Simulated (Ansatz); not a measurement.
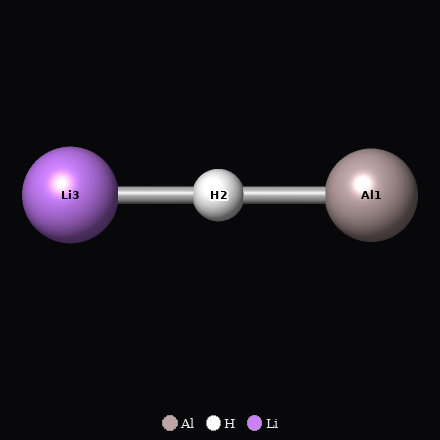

The system is Al + HLi, spin multiplicity 2; the picture shows the reference structure. The first coordinate is: distance Al1–H2; the second: distance H2–Li3. Nothing is relaxed (the angle Al1–H2–Li3 is fixed at 180 degrees). The grid has 15 × 15 points. All energies are given in kcal/mol relative to the lowest grid point. These are results of Ansatz, UKS PBE0-D4/def2-SVPD, not measurements.

Its coordinates:

```json
{"atom": "Al", "x (Å)": "-1.7480", "y (Å)": "0.0000", "z (Å)": "0.0000"}
{"atom": "H", "x (Å)": "0.0000", "y (Å)": "0.0000", "z (Å)": "0.0000"}
{"atom": "Li", "x (Å)": "1.6920", "y (Å)": "0.0000", "z (Å)": "0.0000"}
```

Range: distance Al1–H2 from 1.216 to 2.816 Å; distance H2–Li3 from 1.272 to 2.872 Å.

### Predict the map.

The lowest grid point is at distance Al1–H2 = 1.748 Å, distance H2–Li3 = 1.692 Å. It is the only kind of minimum in the scanned range. The highest grid point, distance Al1–H2 = 1.216 Å, distance H2–Li3 = 1.272 Å, lies 59.8 kcal/mol above the lowest. Round the minimum the two coordinates are nearly uncoupled.

```tsv
distance H2–Li3 ↓, distance Al1–H2 →	1.216	1.268	1.343	1.432	1.530	1.636	1.748	1.866	1.989	2.117	2.249	2.385	2.525	2.669	2.816
2.872	53.3	40.5	26.9	16.4	10.0	7.3	7.4	9.6	13.0	17.7	23.2	28.7	34.0	39.0	43.5
2.725	53.0	40.2	26.6	16.1	9.6	6.7	6.8	8.9	12.2	16.7	21.8	27.0	32.1	36.7	40.9
2.581	52.8	40.0	26.3	15.7	9.1	6.2	6.2	8.2	11.2	15.4	20.2	25.1	29.7	34.0	37.8
2.441	52.5	39.7	25.9	15.3	8.6	5.6	5.5	7.2	9.9	13.8	18.2	22.8	27.1	31.0	34.5
2.305	52.4	39.5	25.6	14.9	8.1	4.9	4.5	6.0	8.4	11.9	16.0	20.2	24.2	27.8	30.9
2.173	52.3	39.3	25.3	14.3	7.4	3.9	3.3	4.6	6.9	9.9	13.7	17.6	21.2	24.5	27.3
2.045	52.8	39.7	25.6	14.3	7.0	3.2	2.3	3.4	5.6	8.6	11.9	15.5	18.8	21.7	24.0
1.922	52.0	39.0	25.0	13.9	6.7	2.8	1.7	2.6	4.7	7.6	10.8	14.0	17.0	19.5	21.4
1.804	51.0	38.1	24.2	13.0	5.8	1.9	0.7	1.4	3.3	6.1	9.1	12.1	14.7	16.8	18.7
1.692	50.3	37.5	23.6	12.5	5.2	1.3	0.0	0.6	2.4	5.0	7.8	10.5	12.8	14.9	16.8
1.586	50.1	37.4	23.6	12.6	5.4	1.4	0.1	0.7	2.4	4.8	7.4	9.8	12.1	14.2	16.1
1.488	50.9	38.2	24.6	13.7	6.6	2.7	1.4	1.9	3.6	5.9	8.3	10.7	13.0	15.1	17.0
1.399	52.9	40.3	26.7	16.0	9.0	5.2	3.9	4.5	6.2	8.3	10.8	13.2	15.6	17.7	19.7
1.324	56.3	43.6	30.0	19.3	12.4	8.8	7.6	8.2	9.9	12.1	14.6	17.1	19.5	21.7	23.7
1.272	59.8	47.1	33.5	22.8	15.9	12.3	11.2	11.9	13.6	15.9	18.4	21.0	23.4	25.7	27.7
```

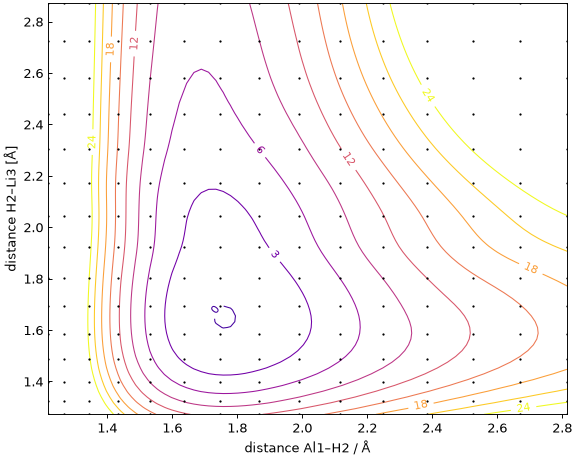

The picture shows contour lines labelled in kcal/mol (none above 24), dots at the grid points. Between grid points the surface is interpolated.

Time for the 225 points that were run: 30 min on 1 thread of Intel(R) Xeon(R) Platinum 8375C CPU @ 2.90GHz (Ice Lake) (shared host).
